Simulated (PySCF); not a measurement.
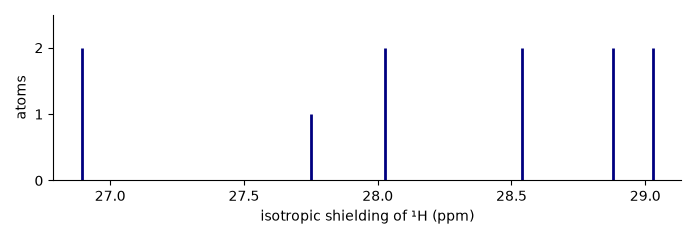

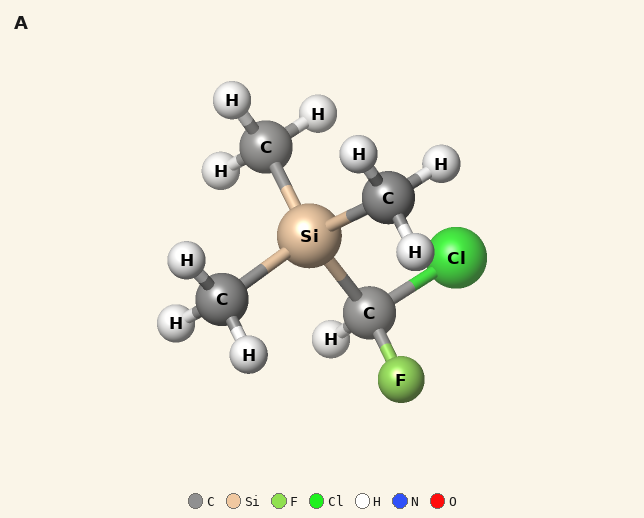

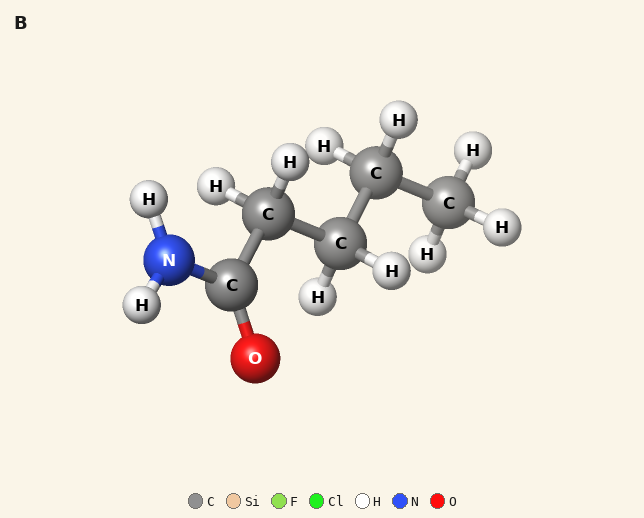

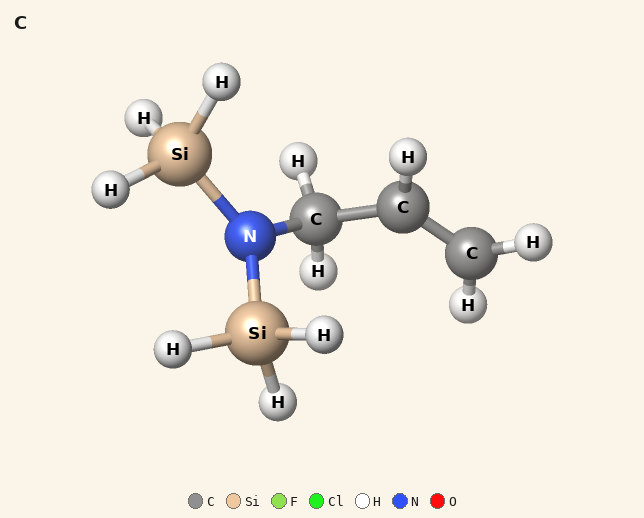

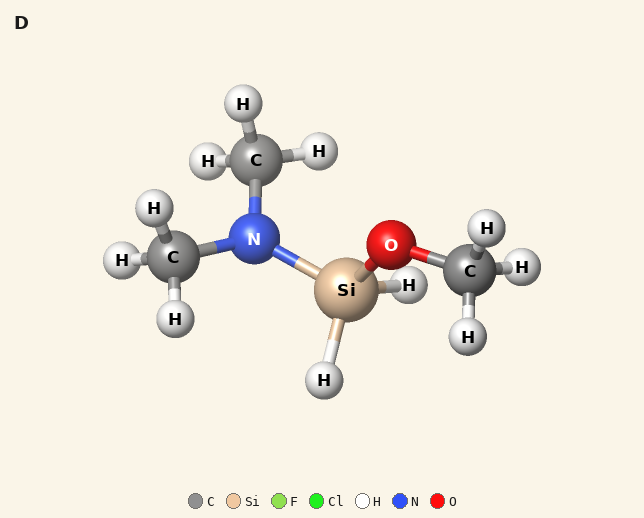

The sticks are computed shieldings of one of the molecules, for one fixed geometry (PBE0-D3(BJ)/def2-SVP) without averaging over rotations. Low shielding means a high chemical shift. Method: GIAO ωB97X-D/pcSseg-1 NMR shielding, non-relativistic, gas phase (PySCF 2.14.0).

> Which molecule gives this pattern?

D, `CO[SiH2]N(C)C`. Its 11 H atoms give lines at 26.89 (2 atoms), 27.75, 28.03 (2 atoms), 28.54 (2 atoms), 28.88 (2 atoms), 29.03 (2 atoms) ppm.
